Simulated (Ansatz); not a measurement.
The relaxed structure here is a generated cell of CdS: the first start was made by placing the elements on the sites of a structure type, and the end was not matched to a known phase here, so it may be hypothetical. Known forms of CdS include space group No. 186, 216.

The end point of a relaxation of CdS. Computed with PBE (plane waves to 420 eV, PAW, scalar-relativistic; Ansatz, a quantum-chemistry and plane-wave program).

P4₂/ncm, origin choice 1 (No. 138), tP8; a = 5.449 Å, b = 5.449 Å, c = 7.353 Å, α = 90.00°, β = 90.00°, γ = 90.00°.

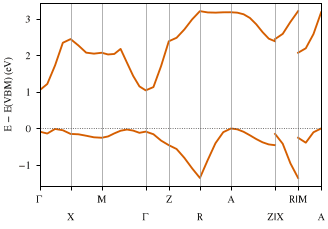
Fig. 1. Highest filled and lowest empty band along the path of this cell's Brillouin zone

**Question.** Read off the gap and say whether it is direct.

**Answer.** 1.04 eV, indirect (valence top at A, conduction bottom at Γ) (no spin-orbit coupling).

**Question.** How far does the top valence band disperse along this path?

**Answer.** About 1.4 eV.

No spin polarisation in the result.

The run could not lose the symmetry of its start: the end is stationary, and may be a saddle point rather than a minimum.

It was reached from a disturbed copy of a P4₂/mmc (No. 131) cell, against which it lies -0.03 eV/atom.
